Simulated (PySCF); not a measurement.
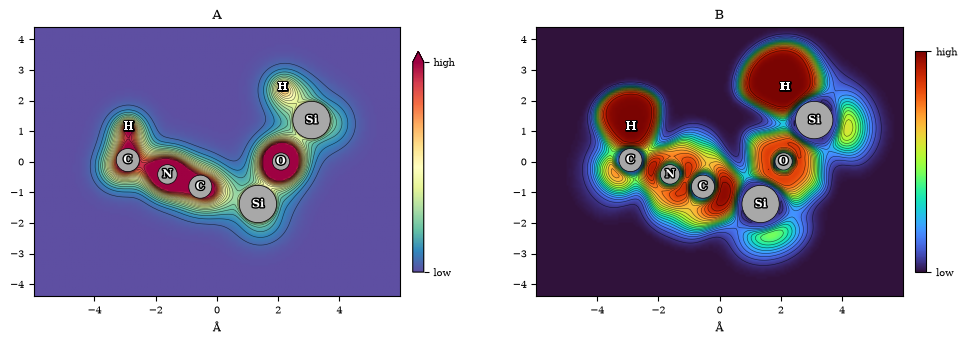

C₂H₈NOSi₂ (SMILES C[N+]#C[SiH2]O[SiH3]) (charge +1): 2 fields on the plane of atoms N2, C1 and H8, with unlabelled colour scales. Grey discs cover the atomic cores.

Geometry: GFN2-xTB.

Level of theory: KT2/pcSseg-1, SCF density, in a methanol solvent model, non-relativistic in PySCF.

> Match the panels to the quantities (electron density and electron localisation function).

Panel A: electron density. Panel B: electron localisation function. From the grid: C–N (1.15 Å): ρ is about 3.4 e/Å³ halfway; the ELF peaks at about 0.85 between the atoms; a multiple bond. Si–O (1.58 Å): ρ at the midpoint is about 1.2 e/Å³; the ELF peaks at about 0.85 between the atoms, as expected for a polar covalent bond.
